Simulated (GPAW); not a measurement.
Band structure of TePd3 (I4/mmm, 4 atoms in the cell).

```xyz
4
Lattice="-2.2055 2.2055 3.2635 2.2055 -2.2055 3.2635 2.2055 2.2055 -3.2635" Properties=species:S:1:pos:R:3 pbc="T T T"
Te     0.0000     0.0000     0.0000
Pd     0.0000     2.2055     1.6317
Pd     2.2055     0.0000     1.6317
Pd     0.0000     0.0000     3.2635
```

Level of theory: LDA (Perdew-Wang 92), GPAW PAW datasets LDA (gpaw-data 1.0.1) (plane waves; GPAW 25.7.0).

Settings: mode = pw; ecut = 550 eV; xc = LDA; kpts = 9 9 9; mesh shift (steps) = 0 0 0; occupations.name = methfessel-paxton; occupations.width = 0.2 eV; occupations.order = 0; nbands = -10; symmetry.symmorphic = false; symmetry.tolerance = 0.0005; maxiter = 120; bandpath_npoints = 40.

The starting cell comes from a database of computed structures (which also holds hypothetical and non-ambient phases and stackings), without a prior relaxation at this level. Its lattice was rescaled by a random factor within 2.5 % of one. Spin-orbit coupling is off. Spin polarisation is off.

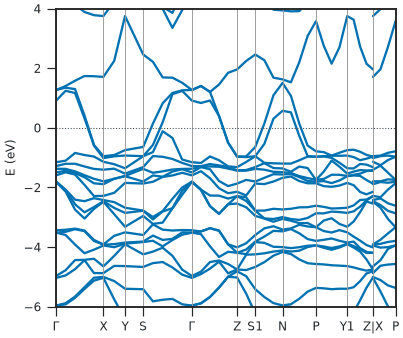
Fig. 1. Bands along the path, energies from the Fermi level.

Levels in eV from the Fermi level, bands 25 to 31:
| point | 25 | 26 | 27 | 28 | 29 | 30 | 31 |
|---|---|---|---|---|---|---|---|
| Γ | -1.28 | -1.15 | 0.91 | 1.27 | 1.27 | 5.14 | 5.14 |
| X | -1.41 | -1.14 | -1.02 | -0.95 | 1.71 | 3.75 | 7.15 |
| Y | -1.54 | -1.36 | -0.93 | -0.75 | 3.75 | 5.06 | 5.34 |
| S | -1.32 | -0.95 | -0.95 | -0.64 | 2.46 | 5.49 | 5.90 |
| Z | -1.43 | -1.32 | -0.97 | -0.97 | 1.96 | 4.17 | 6.64 |
| S1 | -1.32 | -0.95 | -0.95 | -0.64 | 2.46 | 5.49 | 5.90 |
| N | -1.36 | -1.20 | 0.57 | 1.50 | 1.63 | 3.94 | 4.28 |
| P | -1.75 | -0.97 | -0.97 | -0.79 | 3.58 | 4.48 | 5.48 |
| Y1 | -1.54 | -1.36 | -0.93 | -0.75 | 3.75 | 5.06 | 5.34 |

Bands cross the Fermi level along this path, so the cell is metallic at this level.
